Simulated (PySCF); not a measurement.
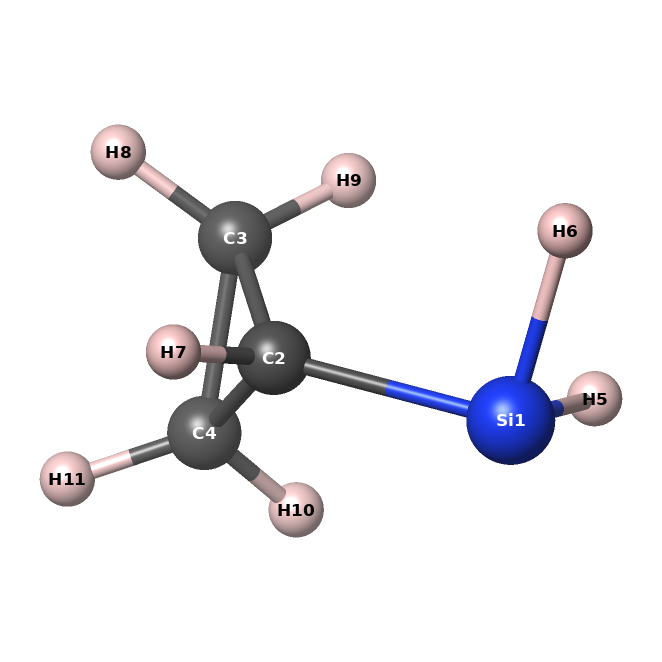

Charge −1, singlet. The computed structure is the end point of a PBE0-D3(BJ)/def2-SVP optimisation. No frequency run is at hand to confirm it as a minimum. Method: delta-SCF UKS SCAN, pcX-2 on the ionised atom, pcseg-1 elsewhere, spin-free X2C (PySCF 2.14.0).

Give the core-electron binding energies (to vacuum; p and d levels without spin–orbit splitting) of Si1 1s, Si1 2p, C2 1s, C3 1s.

```
atom  level  binding energy (eV)
 Si1     1s               1839.2
 Si1     2p                 99.6
  C2     1s                284.9
  C3     1s                285.9
```
